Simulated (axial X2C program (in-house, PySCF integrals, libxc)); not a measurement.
CoS⁺: relativistic diatomic calculation

CoS⁺, single determinant with Ω = 3 (not the lowest found). The distance is the PBE0 minimum at charge 1. Computed at this level: expectation values, HF and Kohn-Sham, two-component X2C with atomic mean-field Coulomb and Gaunt terms, Co dyall-cv3z, S dyall-av3z (cores contracted) (axial X2C program (in-house, PySCF integrals, libxc)).

## Key numbers

- outcome: converged; the levels of theory disagree widely
- hardware: 1 thread of Arm Neoverse N1, 16 GiB of memory available, shared host
- wall time: 5.1 s
- peak memory: 0.33 GiB

## Input file
```
{"zs": [27, 16], "q": 1, "bas": ["dyall-cv3z", "dyall-av3z"], "r0": 1.97, "levels": ["PBE0", "HF", "B3LYP", "LDA", "PBE"], "nst": 3}
```

The line is the task of a batch: nuclear charges, charge, bases, the levels to run, a first guess of the distance and further settings. This report covers the levels named above. The log is that of the reference distance, started from orbitals converged before.

Launched within a batch (the task file carries these settings):
```bash
python <driver script> task.json out
```

## Output
```
two-component X2C + atomic mean field  PBE0
basis functions 170  fitting functions 915  grid points 5082
iter        total energy     max residual
   1      -1791.475581679     2.66e-05
   2      -1791.475581705     1.74e-05
   3      -1791.475581716     1.34e-05
   4      -1791.475581722     1.66e-05
   5      -1791.475581727     4.35e-06
   6      -1791.475581728     2.57e-06
converged
one-electron -2692.43146682  Coulomb 873.96058855  exact exchange -20.85866987  xc functional -64.30300761  nuclear repulsion 112.61308134  atomic mean-field constant -0.45610732
```

## Expectation values by level of theory

| quantity | PBE0 | HF | B3LYP | LDA | PBE |
| --- | --- | --- | --- | --- | --- |
| effective field for an electron dipole moment (GV/cm) | 0.544 | 0.560 | 0.501 | 0.541 | 0.545 |
| field gradient at the first nucleus (a.u.) | 0.284 | 0.525 | 0.249 | −0.00936 | 0.0294 |
| field gradient at the second nucleus (a.u.) | −0.661 | −0.446 | −0.774 | −0.416 | −0.535 |
| A∥/gI, first nucleus (MHz) | 716 | 718 | 709 | 705 | 679 |
| A∥/gI, second nucleus (MHz) | −69.6 | −108 | −64.2 | −22.7 | −23.4 |

Each column comes from one determinant with 2 or more unpaired spinors, which can mix states, in a basis with contracted cores. The levels disagree widely: A∥/gI at the second nucleus runs from −108 to −22.7 MHz and the field gradient at the first nucleus runs from −0.00936 to 0.525 a.u. They may not all have settled in the same state, and these values aren't reliable properties of the molecule.

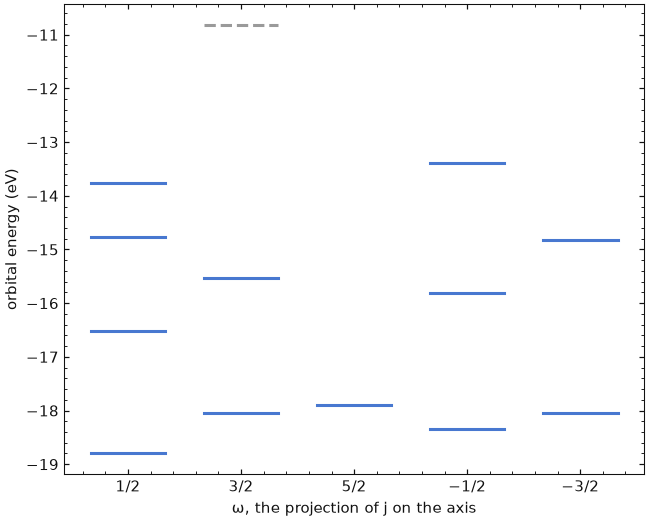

Orbital energies (PBE0) near the frontier at 2.03 Å, filled (solid) and empty (dashed). The highest filled spinor (−1/2; 84 % S p, 8 % Co d) lies at −13.39 eV, the lowest empty one (3/2; 83 % S p, 10 % Co p) at −10.83 eV.
